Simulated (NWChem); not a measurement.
**C2H3ClO (acetyl chloride) at 6 levels**

We compute a comparison of 6 runs (HF/STO-3G, r2SCAN/cc-pVDZ, B3LYP/6-31G*, B3LYP/cc-pVDZ, M06-2X/cc-pVDZ) of C2H3ClO (acetyl chloride). 

The results are computed with NWChem 7.3.0.

2 further runs of the same task are left out: 1 that didn't finish, 1 set aside as unsound or not needed.

## (1) The system as given

The species is C2H3ClO (7 atoms), meant as a singlet with charge 0. SMILES: `CC(=O)Cl`. The coordinates come from a PBE0-D4/def2-TZVP relaxation.

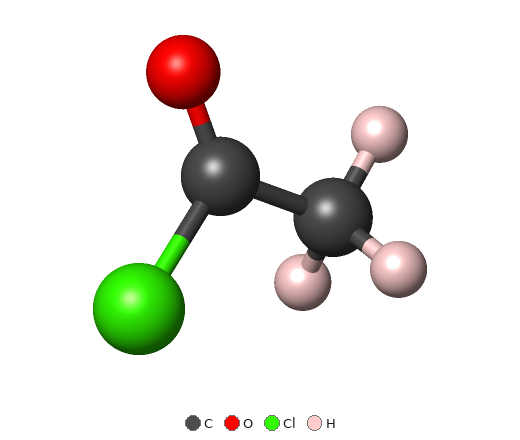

The structure, seen from a chosen angle (carbon dark grey, oxygen red, chlorine green, hydrogen pink).

## (2) Energy and gradient at HF/STO-3G (run 1)

The input, run.nw:

```
start run
memory total 2200 mb
geometry noautosym nocenter noautoz
C        0.144710       0.666770       0.108700
C        0.017280      -0.815930       0.021550
O        0.681540      -1.630880       0.555040
Cl      -1.337090      -1.306820      -1.047030
H        0.973300       0.921250       0.767410
H       -0.788440       1.089970       0.484050
H        0.308710       1.075650      -0.889730
end
basis spherical bse
* library STO-3G
end
scf
thresh 1e-08
maxiter 80
noprint "final vectors analysis"
end
task scf gradient
```

Started as:

```console
$ nwchem run.nw > run.out
```

Output:

```text
[...]
  functions       =    27
[...]
  wavefunction    = RHF
[...]
         Total SCF energy =   -604.963186646363
      One-electron energy =  -1132.501552519834
      Two-electron energy =    377.880130333019
 Nuclear repulsion energy =    149.658235540452
        Time for solution =      1.1s
[...]
                         RHF ENERGY GRADIENTS
    atom               coordinates                        gradient
                 x          y          z           x          y          z
   1 C       0.273462   1.260013   0.205413    0.001904  -0.037169   0.002012
   2 C       0.032654  -1.541884   0.040724    0.017027  -0.010248   0.013535
   3 O       1.287924  -3.081916   1.048874   -0.032646   0.040785  -0.026242
   4 Cl     -2.526734  -2.469532  -1.978600    0.018283   0.006927   0.014431
   5 H       1.839270   1.740910   1.450195    0.002300  -0.001343   0.001830
   6 H      -1.489936   2.059745   0.914722   -0.004672   0.000551  -0.001240
   7 H       0.583377   2.032684  -1.681346   -0.002195   0.000497  -0.004326
[...]
```

Run time: 2 s. Hardware: 1 thread of Intel Xeon Platinum 8488C (Sapphire Rapids), shared host; peak memory 0.099 GiB.

## (3) Energy and gradient at r2SCAN/cc-pVDZ (run 2)

The input, c2h3clo.nw:

```
start c2h3clo
title "C2H3ClO"
memory 2200 mb
geometry noautosym nocenter noautoz
   C      0.144710     0.666770     0.108700
   C      0.017280    -0.815930     0.021550
   O      0.681540    -1.630880     0.555040
   Cl    -1.337090    -1.306820    -1.047030
   H      0.973300     0.921250     0.767410
   H     -0.788440     1.089970     0.484050
   H      0.308710     1.075650    -0.889730
end
basis spherical bse
   * library cc-pVDZ
end
dft
   xc r2scan
   grid xfine
   convergence energy 1e-08
   iterations 100
   mulliken
   print low
end
task dft gradient
```

Started as:

```console
$ nwchem c2h3clo.nw > c2h3clo.out
```

Output:

```text
[...]
 d= 0,ls=0.0,diis     1   -613.2216111001 -7.63D+02  2.42D-02  1.09D+00     4.8
[...]
 d= 0,ls=0.0,diis    11   -613.3528677942 -2.06D-09  1.24D-07  5.05D-11    43.9
         Total DFT energy =     -613.352867794238
      One electron energy =    -1140.216006231618
           Coulomb energy =      425.899969062395
    Exchange-Corr. energy =      -48.695066165466
 Nuclear repulsion energy =      149.658235540452
[...]
      Total Density - Mulliken Population Analysis
     ---------------------------------------------
    Atom       Charge   Shell Charges
 -----------   ------   -------------------------------------------------------
    1 C    6     6.01   2.01  0.67  0.36  2.12  0.81  0.04
    2 C    6     5.98   2.01  0.72  0.49  1.93  0.63  0.19
    3 O    8     8.13   2.01  0.87  0.87  2.81  1.55  0.02
    4 Cl  17    17.13   2.00  2.02  0.95  0.97  6.00  3.07  2.09  0.03
    5 H    1     0.93   0.74  0.16  0.03
    6 H    1     0.91   0.73  0.15  0.03
    7 H    1     0.91   0.73  0.15  0.03
[...]
                         DFT ENERGY GRADIENTS
    atom               coordinates                        gradient
                 x          y          z           x          y          z
   1 C       0.273462   1.260013   0.205413    0.000442   0.001878   0.000336
   2 C       0.032654  -1.541884   0.040724    0.002363  -0.013237   0.001988
   3 O       1.287924  -3.081916   1.048874   -0.012527   0.014959  -0.010067
   4 Cl     -2.526734  -2.469532  -1.978600    0.009874   0.002821   0.007806
   5 H       1.839270   1.740910   1.450195   -0.004618  -0.001265  -0.003661
   6 H      -1.489936   2.059745   0.914722    0.005085  -0.002617  -0.001773
   7 H       0.583377   2.032684  -1.681346   -0.000619  -0.002539   0.005371
 Task  times  cpu:       57.2s     wall:       57.2s
 Total times  cpu:       57.2s     wall:       57.2s
```

Wall time 58 s (1 thread of Intel Xeon Platinum 8488C (Sapphire Rapids), shared host); peak memory 0.14 GiB.

Runs 3 to 5 aren't shown in full; the table further down has their settings and results.

## (4) Energy and forces at M06-2X/cc-pVDZ (run 6)

The input, c2h3clo.xyz:

```xyz
7
C2H3ClO M06-2X
C      0.144710     0.666770     0.108700
C      0.017280    -0.815930     0.021550
O      0.681540    -1.630880     0.555040
Cl    -1.337090    -1.306820    -1.047030
H      0.973300     0.921250     0.767410
H     -0.788440     1.089970     0.484050
H      0.308710     1.075650    -0.889730
```

The input, c2h3clo.nw:

```
start c2h3clo
title "C2H3ClO M06-2X"
memory stack 880 mb heap 220 mb global 1100 mb
geometry units angstroms noautosym nocenter noautoz
   load c2h3clo.xyz
end
basis spherical bse
   C library cc-pVDZ
   O library cc-pVDZ
   Cl library cc-pVDZ
   H library cc-pVDZ
end
dft
   xc m06-2x
   grid xfine
   convergence energy 1e-08
   maxiter 100
   mulliken
end
task dft gradient
```

Started as:

```console
$ nwchem c2h3clo.nw > c2h3clo.out
```

Output:

```text
[...]
          Wavefunction type:  closed shell.
          No. of atoms     :     7
          No. of electrons :    40
[...]
          Charge           :     0
          Spin multiplicity:     1
[...]
          AO basis - number of functions:    75
[...]
              XC Information
              --------------
                       M06-2X Method XC Functional
                     Hartree-Fock (Exact) Exchange  0.540
                        M06-2X Exchange Functional  1.000
                      M06-2X Correlation Potential  1.000
[...]
 d= 0,ls=0.0,diis     1   -613.2529442011 -7.63D+02  1.68D-02  1.00D+00     5.0
[...]
 d= 0,ls=0.0,diis    10   -613.3797326882 -8.77D-09  2.27D-06  1.62D-08    41.7
         Total DFT energy =     -613.379732688232
      One electron energy =    -1140.198806208102
           Coulomb energy =      425.895112773084
    Exchange-Corr. energy =      -48.734274793667
 Nuclear repulsion energy =      149.658235540452
[...]
      Total Density - Mulliken Population Analysis
     ---------------------------------------------
    Atom       Charge   Shell Charges
 -----------   ------   -------------------------------------------------------
    1 C    6     6.03   2.01  0.66  0.35  2.13  0.84  0.03
    2 C    6     5.97   2.01  0.72  0.49  1.91  0.65  0.19
    3 O    8     8.13   2.01  0.86  0.87  2.80  1.57  0.02
    4 Cl  17    17.12   2.00  2.02  0.96  0.94  6.00  3.07  2.09  0.03
    5 H    1     0.92   0.74  0.16  0.03
    6 H    1     0.91   0.73  0.15  0.03
    7 H    1     0.91   0.73  0.15  0.03
[...]
  wavefunction    = closed shell
                         DFT ENERGY GRADIENTS
    atom               coordinates                        gradient
                 x          y          z           x          y          z
   1 C       0.273462   1.260013   0.205413   -0.000143  -0.002308  -0.000074
   2 C       0.032654  -1.541884   0.040724   -0.000614  -0.001035  -0.000481
   3 O       1.287924  -3.081916   1.048874   -0.003318   0.004585  -0.002680
   4 Cl     -2.526734  -2.469532  -1.978600    0.004314   0.001839   0.003411
   5 H       1.839270   1.740910   1.450195   -0.003683  -0.000446  -0.002927
   6 H      -1.489936   2.059745   0.914722    0.004204  -0.001350  -0.001737
   7 H       0.583377   2.032684  -1.681346   -0.000761  -0.001285   0.004489
[...]
```

Wall time 56 s (1 thread of Intel Xeon Platinum 8488C (Sapphire Rapids), shared host); peak memory 0.13 GiB.

## (5) The series

```tsv
run	level	iteration cap	module	energy (Eh)	dipole moment (D)	largest force (eV/Å)	wall time
1	HF/STO-3G	80	scf	-604.963187	2.63	3.006	2 s
2	r2SCAN/cc-pVDZ	100	dft	-613.352868	–	1.129	58 s
3	B3LYP/6-31G* (spherical functions)	100	dft	-613.438726	2.77	1.161	26 s
4	B3LYP/6-31G* (Cartesian functions)	100	dft	-613.445070	2.77	1.148	27 s
5	B3LYP/cc-pVDZ	100	dft	-613.476473	2.65	0.972	49 s
6	M06-2X/cc-pVDZ	100	dft	-613.379733	2.75	0.322	56 s
```

## (6) Results

| quantity | value |
| --- | --- |
| run 6: total energy | -613.37973 Eh |
| run 6: dipole moment | 2.75 D |
| run 6: HOMO energy | -9.85 eV |
| run 6: LUMO energy | 0.36 eV |
| run 6: HOMO–LUMO gap | 10.21 eV |
| run 6: largest force on an atom | 0.322 eV/Å |

Over runs 1, 3, 4, 5, 6 the dipole moment (its size) runs from 2.63 D (HF/STO-3G) to 2.77 D (B3LYP/6-31G*). The two ends differ in method and basis. Over runs 3, 4, 5, 6 the HOMO–LUMO gap runs from 7.10 eV (B3LYP/cc-pVDZ) to 10.21 eV (M06-2X/cc-pVDZ). Totals of different functionals can't be ranked against each other. In run 1 the basis is minimal, so the values are rough. All runs together took 3.7 min, the longest 58 s.
